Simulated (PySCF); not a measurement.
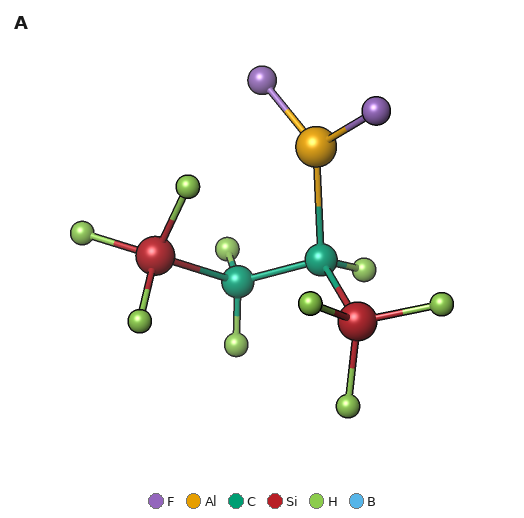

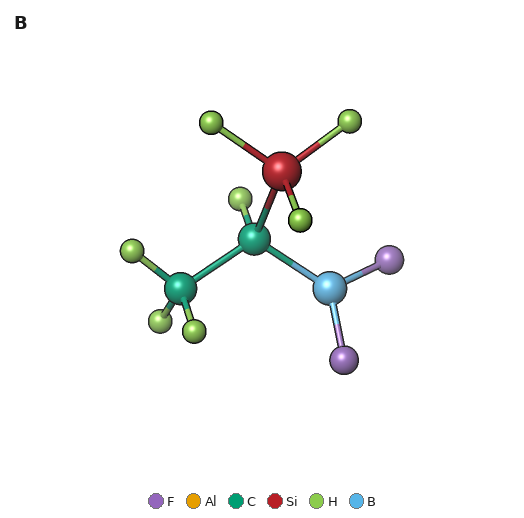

Two related species, optimised with GFN2-xTB; properties computed with PySCF 2.14.0. Both: charge 0, singlet.

### Identify both.

A is C2H9AlF2Si2, B is C2H7BF2Si (C[C@@H]([SiH3])B(F)F).

Compare them. With ωB97X-D/def2-SVPD: dipole moment (D), HOMO–LUMO gap (eV), HOMO energy (Kohn–Sham orbital) (eV), lowest vertical singlet excitation (eV), mean static polarisability (bohr³).

```csv
quantity,A,B
dipole moment (D),3.04,1.99
HOMO–LUMO gap (eV),10.80,12.22
HOMO energy (Kohn–Sham orbital) (eV),−9.96,−10.58
lowest vertical singlet excitation (eV),6.55,7.64
mean static polarisability (bohr³),97.4,64.5
```

Each is one conformer, and no frequency run is at hand to confirm it as a minimum.

The geometry is semi-empirical. Around Al, B, Si such bond lengths and angles can be off by a tenth of an ångström or more and by several degrees, and values that hang on the shape move with them.
